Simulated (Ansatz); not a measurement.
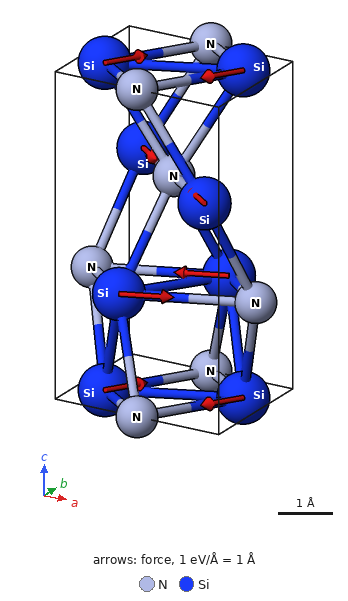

Starting geometry of a crystal of Si2N (a generated structure, set up in P6_422) with the computed forces as red arrows. Style: ball-and-stick. Shown: the cell of the calculation, slightly off an axis.

The start is a swapped structure.

The calculation used DFT, PAW plane waves, PBE in Ansatz 0.2.0. Set-up: plane-wave cutoff 420 eV; k-point mesh 8 × 8 × 5; occupations gaussian; smearing width 0.0587 eV; no spin polarisation; cell and atoms relaxed; force threshold 0.03 eV/Å; at most 40 steps.

Question: Is this structure relaxed? If not, where do the atoms go?

Answer: It isn't relaxed: the largest force vector, on Si atoms, is 1.10 eV/Å. The atoms end up moving mostly along the starting forces (cosine between the two patterns 1.00). The energy falls by 922 meV per atom in 18 accepted moves (21 points after the start). With the target pressure of 20 GPa, the enthalpy E + pV changes by −1112 meV per atom. Largest force component: 1.1 eV/Å at the start, 0.003 eV/Å at the end. The pressure goes from −8.33 to 20.01 GPa. The SCF was repeated 3 times at an unchanged geometry on a basis and grid sized afresh for the cell, which shifted the energy by 23.8 meV per atom at most. The largest moves relative to the cell, 0.35 Å, are those of Si atoms. N stays in place. Cell: a = b 4.542 → 5.420 Å (+19.3 %), c 6.238 → 3.844 Å (−38.4 %). Volume −12.2 %. Near-neighbour distances that change, for instance: Si–Si 2.501 → 3.685 Å, N–Si 2.592 → 3.277 Å, Si–Si 3.157 → 2.571 Å, N–Si 2.475 → 1.932 Å. Among the angles between lasting bonds that change: Si–Si–Si 150.1° → 131.5°. The space group stays P6_422 (No. 181). The run took of the order of 8 core-minutes on a shared host.
